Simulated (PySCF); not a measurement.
C5H5OPS

```xyz
13

C    -1.0821   -1.3356   -0.5915
C     0.1308   -0.5706   -0.1829
P     1.7403   -1.3110   -0.2484
C     2.5127    0.1008    0.3321
S     1.5711    1.4736    0.6946
C     0.0635    0.7328    0.2597
C    -1.1332    1.5373    0.3960
O    -2.2576    1.1814    0.1374
H    -0.8116   -2.3416   -0.9056
H    -1.7902   -1.3909    0.2349
H    -1.5946   -0.8257   -1.4069
H     3.5736    0.1918    0.4884
H    -0.9271    2.5582    0.7744
```

Geometry: GFN2-xTB.

Theory: CAM-B3LYP/def2-SVPD, SCF density, gas phase (PySCF 2.14.0).

Q: Predict the electron density and electron localisation function between the atoms.

A: C–O (1.21 Å): ρ is about 3.3 e/Å³ halfway; the ELF peaks at about 0.90 between the atoms (a multiple bond).
C–C (1.38 Å): ρ is about 2.1 e/Å³ halfway; the ELF peaks at about 0.95 between the atoms: a covalent bond.
C–S (1.70 Å): ρ at the midpoint is about 1.5 e/Å³; the ELF peaks at about 0.90 between the atoms: a covalent bond.
C–P (1.71 Å): the density is about 1.3 e/Å³ at the midpoint; the ELF peaks at about 0.95 between the atoms (a covalent bond).

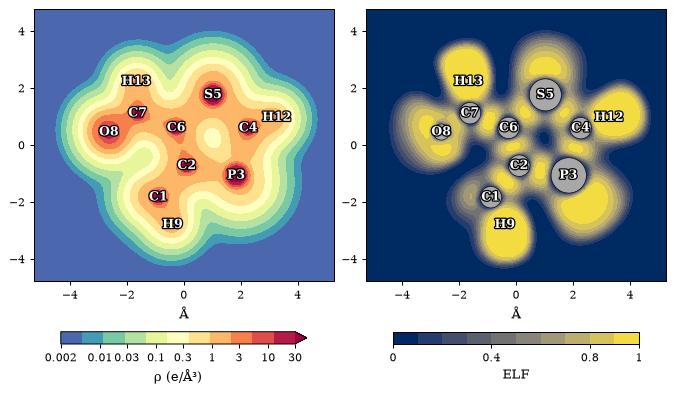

Computed electron density and electron localisation function on the plane of atoms C6, C7 and H13, in this order. Grey discs cover the atomic cores in the ELF map. 
